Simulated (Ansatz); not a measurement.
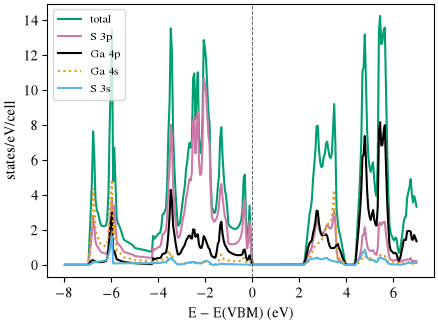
Figure. Total and projected density of states of GaS in space group P6_3/mmc (No. 194; Ga on 4f, S on 4f), plane-wave PAW PBE (Ansatz code)

Problem. Which orbitals carry the states next to the gap?

Solution. Top 1 eV of the valence band: S 3p 65 %, Ga 4p 23 %, Ga 4s 9 %. Bottom 1 eV of the conduction band: Ga 4p 37 %, S 3p 30 %, Ga 4s 18 %, S 3s 7 %, outside the projected shells 8 %. Projections are on Löwdin-orthogonalised atomic valence shells; empty p or d shells of many metals are not among them.

Problem. Where is the tallest occupied peak in this window, and what makes it?

Solution. Near -3.5 eV, about 14 states/eV per cell; the largest projected share is S 3p.

The PBE relaxation kept the symmetry of its start. The volume lies over 15 % above that of the usual cell of this phase: another minimum, or an error of the functional. A crystal of weakly bound layers computed without a dispersion correction: the cell and the soft elastic constants depend strongly on that. Scalar-relativistic: spin–orbit coupling is off unless named, which matters more the heavier the elements.

Potentials: the later of the program's two PAW sets.
